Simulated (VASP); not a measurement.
Band structure of Ti (hcp). All values below come from PBE GGA with spin-orbit coupling, VASP's PBE PAW potentials (set 64) (plane waves; VASP 6.6.1).

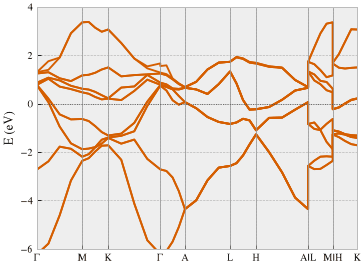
Figure: Bands along high-symmetry lines, zero at the valence-band maximum or, without a gap, the Fermi level

Question: Read the plot: is there a gap, and where are the band edges?

Answer: It has no gap at this level: it comes out as a metal or semimetal.

The compound is Ti in the hcp structure. It was relaxed first.
